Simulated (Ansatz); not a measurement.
C₂H₁₀OSi₂ (SMILES CC[SiH2][SiH2]O)

Input

```
crystal:
  periodic: [false, false, false]
  atoms:
    - { symbol: C, position_ang: [1.5656, -0.1576, 1.303] }
    - { symbol: C, position_ang: [0.9548, -1.1464, 0.3176] }
    - { symbol: Si, position_ang: [0.0593, -0.469, -1.2076] }
    - { symbol: Si, position_ang: [1.21087, -0.96427, -3.05747] }
    - { symbol: O, position_ang: [1.39466, -2.5538, -3.3599] }
    - { symbol: H, position_ang: [2.2366, 0.5677, 0.7992] }
    - { symbol: H, position_ang: [2.0595, -0.6133, 2.1201] }
    - { symbol: H, position_ang: [0.7627, 0.524, 1.716] }
    - { symbol: H, position_ang: [0.2761, -1.7878, 0.9022] }
    - { symbol: H, position_ang: [1.7902, -1.7733, 0.0015] }
    - { symbol: H, position_ang: [-0.10601, 0.97454, -1.03] }
    - { symbol: H, position_ang: [-1.30326, -1.1223, -1.24803] }
    - { symbol: H, position_ang: [0.56654, -0.36616, -4.3465] }
    - { symbol: H, position_ang: [2.63898, -0.35204, -3.03615] }
    - { symbol: H, position_ang: [0.81207, -2.94531, -4.00586] }
basis:
  gaussian: { orbitals: "6-31G" }
hamiltonian:
  xc: b3lyp
relax:
  f_tol: 0.015
  max_steps: 40
output:
  orbitals: {}
```

Run with:

```sh
ansatz run input.yaml --threads 1 --pin off --max-ram 2048MiB --backend cpu --events-out ev --progress --plain --runs-dir out
```

The fields are those of the relaxed geometry.

These are results of RKS B3LYP/6-31G (Ansatz), not measurements.

**What can the converged electron density and electron localisation function tell about the bonding?**

C–C (1.54 Å): ρ at the midpoint is about 1.5 e/Å³; the ELF peaks at about 0.95 between the atoms (a covalent bond).
C–Si (1.93 Å): ρ is about 0.78 e/Å³ halfway; the ELF peaks at about 0.95 between the atoms: a covalent bond.
C–H (1.10 Å): ρ is about 1.8 e/Å³ halfway; the ELF climbs to about 1 towards the hydrogen, as it does in any bond to H (a covalent bond by its length).

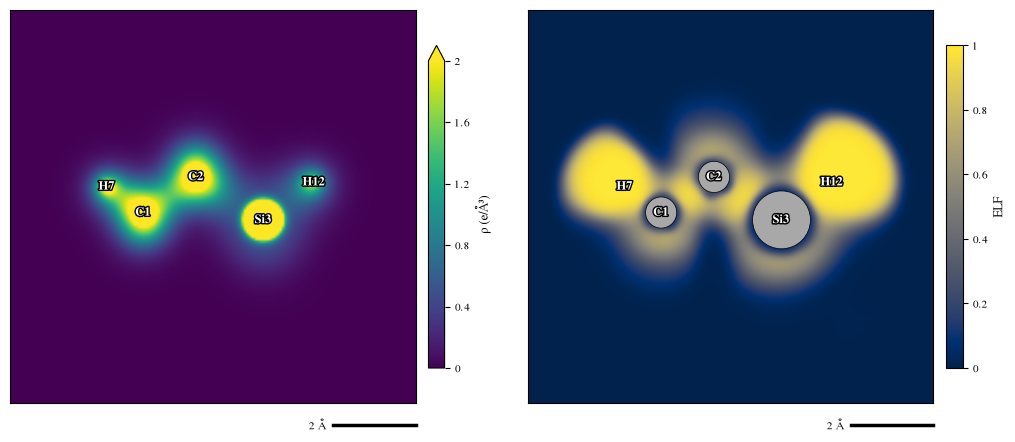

Computed electron density and electron localisation function on the plane of atoms C1, C2 and Si3, in this order. Grey discs cover the atomic cores in the ELF map. 
